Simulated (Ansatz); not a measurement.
# AlNH2ClF (SMILES [NH2][Al]([F])[Cl]) at BLYP/aug-cc-pVDZ

Aim: the vertical electron affinity of AlNH2ClF at BLYP/aug-cc-pVDZ, from 2 runs. 

The results are computed with Ansatz 0.2.0.

98 further runs of the same task are left out: 98 set aside as unsound or not needed.

**1. The system as given**

The species is AlNH2ClF (6 atoms), meant as a singlet with charge 0. SMILES: `[NH2][Al]([F])[Cl]`. The coordinates come from a PBE0-D4/def2-TZVP relaxation.

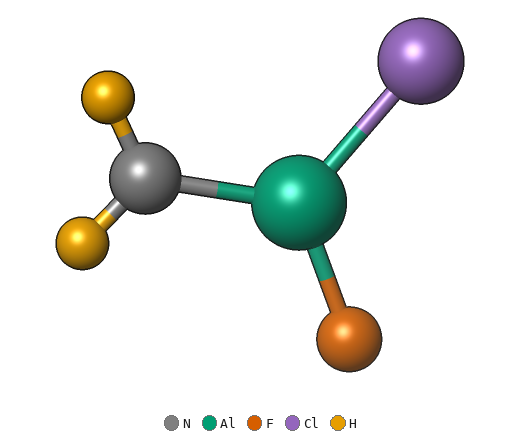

The structure, seen from a chosen angle (nitrogen grey, aluminium teal, fluorine orange, chlorine purple, hydrogen amber).

**2. A single-point energy at BLYP/aug-cc-pVDZ**

The input, in.yaml:

```yaml
crystal:
  periodic: [false, false, false]
  atoms:
    - {symbol: N, position_ang: [-0.112300, 0.982600, -0.025800]}
    - {symbol: Al, position_ang: [0.152500, -0.739100, 0.092300]}
    - {symbol: F, position_ang: [1.041800, -1.345500, 1.331100]}
    - {symbol: Cl, position_ang: [-0.641100, -2.049400, -1.313600]}
    - {symbol: H, position_ang: [0.246300, 1.661500, 0.624800]}
    - {symbol: H, position_ang: [-0.645100, 1.426000, -0.754900]}
basis:
  gaussian: {orbitals: aug-cc-pVDZ}
hamiltonian: {xc: {name: BLYP}}
accuracy: high
output: {orbitals: {seedname: orbitals}}
```

Started as:

```
ansatz run in.yaml --threads 1 --pin off --max-ram 3480MiB --events-out events.jsonl --progress --plain --runs-dir runs
```

Standard output:

```text
Warning: RAYON_NUM_THREADS=1 ignored (pool sized by the plan → 1); use --threads N
Functional definition: BLYP
  name "BLYP"
  parameter beta = 0.0042
  parameter a = 0.04918
  parameter b = 0.132
  parameter c = 0.2533
  parameter d = 0.349
  exchange = b88_x(beta = beta)
  correlation = lyp_c(a = a, b = b, c = c, d = d)
2354 factors; integrals over basis functions are off by at most 4.0e-9 eV
mean field evaluation 1: about -23348.7219 eV, gradient 8.8e1 eV
mean field evaluation 2: about -23285.6770 eV, gradient 1.7e2 eV
mean field evaluation 4: about -23363.3654 eV, gradient 1.4e1 eV
mean field evaluation 8: about -23363.9044 eV, gradient 3.1e-1 eV
mean field evaluation 16: about -23363.9046 eV, gradient 4.7e-5 eV
mean field -23363.90462317 eV, -858.6076582780 hartree, gradient 2.8e-8 eV, S^2 0.000000; 0 other end points of the search recorded, 0 dependent functions left out
reference -23363.90468001 eV, -858.6076603669 hartree; 24, 24 occupied and 94, 94 virtual orbitals, 2354 factors
Total energy: -23363.90468001 eV, -858.6076603669 hartree
```

It took 12 s on 1 thread of Intel Xeon Platinum 8259CL at 2.50GHz (Skylake/Cascade Lake), shared host; peak memory 0.37 GiB.

**3. The doublet anion**

The input, molecule.yaml:

```yaml
crystal:
  periodic: [false, false, false]
  atoms:
    - {symbol: N, position_ang: [-0.112300, 0.982600, -0.025800]}
    - {symbol: Al, position_ang: [0.152500, -0.739100, 0.092300]}
    - {symbol: F, position_ang: [1.041800, -1.345500, 1.331100]}
    - {symbol: Cl, position_ang: [-0.641100, -2.049400, -1.313600]}
    - {symbol: H, position_ang: [0.246300, 1.661500, 0.624800]}
    - {symbol: H, position_ang: [-0.645100, 1.426000, -0.754900]}
basis:
  gaussian:
    orbitals: aug-cc-pVDZ
total_charge: -1
hamiltonian:
  xc: {name: BLYP}
magnetization:
  spin_polarized: true
  initial_magnetization: 1
accuracy: high
output: {orbitals: {seedname: orbitals}}
```

Started as:

```
ansatz run molecule.yaml --threads 1 --pin off --max-ram 3480MiB --events-out events.jsonl --progress --plain --runs-dir runs
```

Standard output, shortened:

```text
Warning: RAYON_NUM_THREADS=1 ignored (pool sized by the plan → 1); use --threads N
[... 9 set-up lines as earlier in the session ...]
2354 factors; integrals over basis functions are off by at most 4.0e-9 eV
mean field evaluation 1: about -23355.4461 eV, gradient 4.4e1 eV
mean field evaluation 2: about -23289.3420 eV, gradient 9.9e1 eV
mean field evaluation 4: about -23363.0652 eV, gradient 1.3e1 eV
mean field evaluation 8: about -23363.8601 eV, gradient 2.2e-1 eV
mean field evaluation 16: about -23363.8604 eV, gradient 4.1e-4 eV
mean field evaluation 32: about -23363.1276 eV, gradient 2.9e0 eV
mean field -23363.86044860 eV, -858.6060348925 hartree, gradient 7.2e-8 eV, S^2 0.750541; 9 other end points of the search recorded, 0 dependent functions left out
reference -23363.86049503 eV, -858.6060365989 hartree; 25, 24 occupied and 93, 94 virtual orbitals, 2354 factors
Total energy: -23363.86049503 eV, -858.6060365989 hartree
```

Run time: 30 s. Hardware: 1 thread of Intel Xeon Platinum 8259CL at 2.50GHz (Skylake/Cascade Lake), shared host; peak memory 0.49 GiB.

**4. Results**

Level: BLYP/aug-cc-pVDZ.

```
                                         quantity          value
                   singlet AlNH2ClF: total energy  -858.60766 Eh
                    singlet AlNH2ClF: HOMO energy       -6.56 eV
                    singlet AlNH2ClF: LUMO energy       -1.76 eV
                  singlet AlNH2ClF: HOMO–LUMO gap        4.80 eV
                      doublet anion: total energy  -858.60604 Eh
doublet anion: HOMO energy (highest over α and β)        1.66 eV
 doublet anion: LUMO energy (lowest over α and β)        1.95 eV
                              doublet anion: ⟨S²⟩          0.751
vertical electron affinity (to the doublet anion)      -0.044 eV
```

What this shows: The anion lies 0.04 eV (4.3 kJ/mol) above the neutral: the electron isn't bound at this level, and such a value depends on the basis. The HOMO (doublet anion) lies at positive energy, 1.66 eV, as semi-local functionals often give for anions; only total energies tell whether the electron is bound.
